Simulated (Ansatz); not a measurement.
# Geometry relaxation, with input and output: BHS

BHS, computed with RKS PBE0-D4/def2-TZVP (Ansatz 0.2.0).

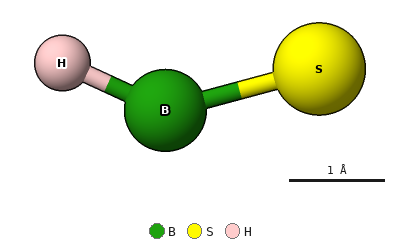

*The starting structure (ball-and-stick view, seen at a tilt).*

Bond lengths as drawn: B–H 1.19 Å and B–S 1.68 Å.

Input:
```yaml
crystal:
  periodic: [false, false, false]
  atoms:
    - {symbol: B, position_ang: [-1.116547, -0.727684, 0.604984]}
    - {symbol: S, position_ang: [-2.117318, -0.056352, 1.773039]}
    - {symbol: H, position_ang: [-0.753610, -1.794177, 0.211140]}
basis:
  gaussian: {orbitals: def2-TZVP}
hamiltonian: {xc: pbe0, dispersion: d4}
relax: {f_tol: 0.005, max_steps: 200}
```

Run on 4 threads of Arm Neoverse V1, 23 GiB of memory available, shared host.

Command:
```bash
ansatz run in.yaml --threads 4 --pin off --events-out ev --progress --plain --max-ram 9574MiB
```

Output:
```
Functional definition: PBE0
  name "PBE0"
  cite "Adamo & Barone, J. Chem. Phys. 110, 6158 (1999) doi:10.1063/1.478522"
  cite "Perdew, Burke & Ernzerhof, Phys. Rev. Lett. 77, 3865 (1996) doi:10.1103/PhysRevLett.77.3865"
  parent pbe
  parameter a = 0.25
  parameter kappa = 0.804
  parameter beta = 0.06672455060314922
  exchange = (1 - a)*pbe_x(kappa = kappa, mu = beta*pi^2/3) + a*exact_x
  correlation = pbe_c(beta = beta)
484 factors; their error is unknown
mean field evaluation 1: about -11522.3086 eV, gradient 1.7e1 eV
mean field evaluation 2: about -11522.6348 eV, gradient 1.4e1 eV
mean field evaluation 4: about -11523.1265 eV, gradient 1.9e0 eV
mean field evaluation 8: about -11523.1594 eV, gradient 1.6e-2 eV
mean field -11523.15940980 eV, -423.4682976320 hartree, gradient 6.3e-5 eV, S^2 0.000000; 0 other end points of the search recorded, 0 dependent functions left out
the calculation of the forces begins
reference -11523.15943306 eV, -423.4682984868 hartree; 11, 11 occupied and 63, 63 virtual orbitals, 484 factors
relax step   1: F+E_penalty+E_count = -11523.19024197 eV  Δ(F+E_penalty+E_count) = +0.000e0 eV  max|allowed force component| = 2.895e0 eV/Å  Δτ_max = 0.0000 Å  (26 SCF iters, accepted)
these checks for a lower state are left out or cut short: starts, cluster_reference, orbital_swaps, neighbouring_geometries, increment
484 factors; their error is unknown
mean field evaluation 16: about -11523.3911 eV, gradient 6.2e0 eV
mean field -11523.52911172 eV, -423.4818839272 hartree, gradient 7.9e-6 eV, S^2 0.000000; 0 other end points of the search recorded, 0 dependent functions left out
the calculation of the forces begins
reference -11523.52913512 eV, -423.4818847871 hartree; 11, 11 occupied and 63, 63 virtual orbitals, 484 factors
relax step   2: F+E_penalty+E_count = -11523.55987276 eV  Δ(F+E_penalty+E_count) = -3.696e-1 eV  max|allowed force component| = 1.636e0 eV/Å  Δτ_max = 0.1189 Å  (29 SCF iters, accepted)
these checks for a lower state are left out or cut short: starts, cluster_reference, orbital_swaps, neighbouring_geometries, increment
484 factors; their error is unknown
mean field evaluation 32: about -11523.7622 eV, gradient 9.7e-6 eV
mean field -11523.76221251 eV, -423.4904502232 hartree, gradient 9.7e-6 eV, S^2 0.000000; 0 other end points of the search recorded, 0 dependent functions left out
the calculation of the forces begins
reference -11523.76223571 eV, -423.4904510756 hartree; 11, 11 occupied and 63, 63 virtual orbitals, 484 factors
relax step   3: F+E_penalty+E_count = -11523.79299269 eV  Δ(F+E_penalty+E_count) = -2.331e-1 eV  max|allowed force component| = 7.844e-1 eV/Å  Δτ_max = 0.1700 Å  (33 SCF iters, accepted)
these checks for a lower state are left out or cut short: starts, cluster_reference, orbital_swaps, neighbouring_geometries, increment
484 factors; their error is unknown
mean field -11523.77103496 eV, -423.4907744421 hartree, gradient 9.5e-6 eV, S^2 0.000000; 0 other end points of the search recorded, 0 dependent functions left out
the calculation of the forces begins
reference -11523.77105821 eV, -423.4907752965 hartree; 11, 11 occupied and 63, 63 virtual orbitals, 484 factors
relax step   4: F+E_penalty+E_count = -11523.80178942 eV  Δ(F+E_penalty+E_count) = -8.797e-3 eV  max|allowed force component| = 2.753e-1 eV/Å  Δτ_max = 0.0331 Å  (28 SCF iters, accepted)
these checks for a lower state are left out or cut short: starts, cluster_reference, orbital_swaps, neighbouring_geometries, increment
484 factors; their error is unknown
mean field -11523.77302172 eV, -423.4908474543 hartree, gradient 8.6e-6 eV, S^2 0.000000; 0 other end points of the search recorded, 0 dependent functions left out
the calculation of the forces begins
reference -11523.77304494 eV, -423.4908483077 hartree; 11, 11 occupied and 63, 63 virtual orbitals, 484 factors
relax step   5: F+E_penalty+E_count = -11523.80378861 eV  Δ(F+E_penalty+E_count) = -1.999e-3 eV  max|allowed force component| = 2.438e-2 eV/Å  Δτ_max = 0.0061 Å  (29 SCF iters, accepted)
these checks for a lower state are left out or cut short: starts, cluster_reference, orbital_swaps, neighbouring_geometries, increment
484 factors; their error is unknown
mean field -11523.77304917 eV, -423.4908484631 hartree, gradient 7.4e-5 eV, S^2 0.000000; 0 other end points of the search recorded, 0 dependent functions left out
the calculation of the forces begins
reference -11523.77307239 eV, -423.4908493165 hartree; 11, 11 occupied and 63, 63 virtual orbitals, 484 factors
relax step   6: F+E_penalty+E_count = -11523.80381747 eV  Δ(F+E_penalty+E_count) = -2.886e-5 eV  max|allowed force component| = 2.817e-3 eV/Å  Δτ_max = 0.0010 Å  (19 SCF iters, accepted)
484 factors; their error is unknown
mean field evaluation 64: about -11523.7730 eV, gradient 5.5e-4 eV
```

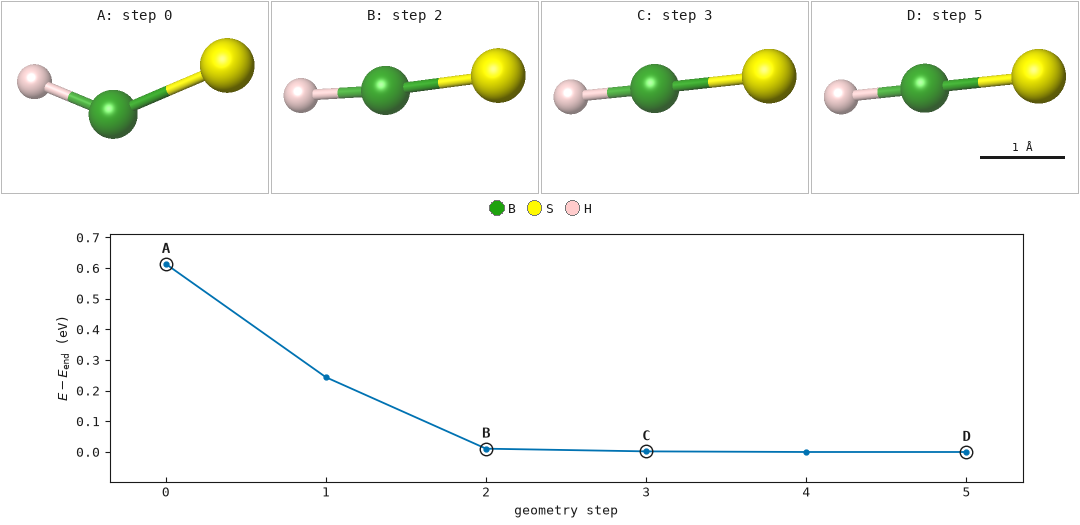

*Frames of the relaxation (ball-and-stick view, seen at a tilt) above the curves, on which the letters mark them (the first geometry is step 0 here and step 1 in the log).*

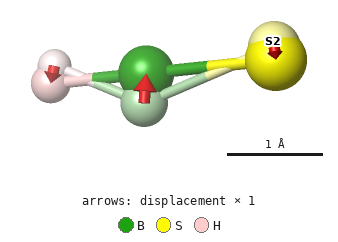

*Start (faint) and end (solid) with the displacements as red arrows, at true length (ball-and-stick view, seen at a tilt). The two geometries are laid on each other by the best rigid fit.*

The energy falls by 0.614 eV in 5 geometry steps. The largest force component goes from 2.9 to 0.0028 eV/Å. The atom that moves furthest after the best rigid fit is B1 (0.31 Å). Largest moves by element: B 0.31 Å, H 0.19 Å, S 0.13 Å. Among the contacts that change: B1–S2 1.678 → 1.598 Å, B1–H3 1.193 → 1.175 Å. Among the angles that change: S2–B1–H3 140.2° → 180.0°. (Atoms are counted from 1 in the order of the input.)

```
mean field -11523.77304917 eV, -423.4908484631 hartree, gradient 7.4e-5 eV, S^2 0.000000; 1 other end points of the search recorded, 0 dependent functions left out
the calculation of the forces begins
reference -11523.77307239 eV, -423.4908493165 hartree; 11, 11 occupied and 63, 63 virtual orbitals, 484 factors
Total energy: -11523.80384069 eV, -423.4919800305 hartree
Atom 0 at    -1.257309    -0.948319     0.780667 Å, force     0.002437    -0.002396    -0.002817 eV/Å
Atom 1 at    -2.072293     0.059366     1.715212 Å, force    -0.000326     0.000140     0.000383 eV/Å
Atom 2 at    -0.657873    -1.689259     0.093284 Å, force    -0.002111     0.002255     0.002434 eV/Å
Dipole moment:     0.150831    -0.186491    -0.172959 e Å
```

Trajectory as extended XYZ (Å, eV, eV/Å), 6 frames, from step=1 to step=6:
```
3
Properties=species:S:1:pos:R:3:forces:R:3 step=1 energy=-11523.19024
B    -1.1165   -0.7277    0.6050   -2.4181  -0.4010   2.8954
S    -2.1173   -0.0564    1.7730    1.8606  -0.3732  -2.2032
H    -0.7536   -1.7942    0.2111    0.5575   0.7742  -0.6922
3
Properties=species:S:1:pos:R:3:forces:R:3 step=2 energy=-11523.55987
B    -1.1738   -0.8040    0.6760   -1.3604  -0.4318   1.6364
S    -2.1101    0.0008    1.7624    1.2081  -0.4418  -1.4234
H    -0.7035   -1.7750    0.1508    0.1523   0.8736  -0.2130
3
Properties=species:S:1:pos:R:3:forces:R:3 step=3 energy=-11523.79299
B    -1.2508   -0.9213    0.7719    0.4435  -0.7844  -0.5000
S    -2.0739    0.0465    1.7176   -0.3302   0.4906   0.3757
H    -0.6628   -1.7034    0.0997   -0.1133   0.2939   0.1244
3
Properties=species:S:1:pos:R:3:forces:R:3 step=4 energy=-11523.80179
B    -1.2573   -0.9525    0.7808   -0.1875   0.2631   0.2138
S    -2.0750    0.0646    1.7183    0.2113  -0.2753  -0.2418
H    -0.6551   -1.6903    0.0901   -0.0238   0.0122   0.0280
3
Properties=species:S:1:pos:R:3:forces:R:3 step=5 energy=-11523.80379
B    -1.2574   -0.9480    0.7808    0.0126  -0.0166  -0.0144
S    -2.0726    0.0597    1.7156    0.0066  -0.0078  -0.0076
H    -0.6574   -1.6899    0.0928   -0.0193   0.0244   0.0221
3
Properties=species:S:1:pos:R:3:forces:R:3 step=6 energy=-11523.80382
B    -1.2573   -0.9483    0.7807    0.0024  -0.0024  -0.0028
S    -2.0723    0.0594    1.7152   -0.0003   0.0001   0.0004
H    -0.6579   -1.6893    0.0933   -0.0021   0.0023   0.0024
```

Key numbers:

- outcome: converged
- total energy: −11523.8038 eV
- mean-field energy: −11523.7731 eV
- dispersion energy: −0.0308 eV
- SCF solution under orbital rotations: stable
- largest force (length of the vector) at the end: 0.004 eV/Å
- dipole moment: 1.42 D
- wall time: 2.4 s (CPU time 7.5 s)
- peak memory: 0.42 GiB
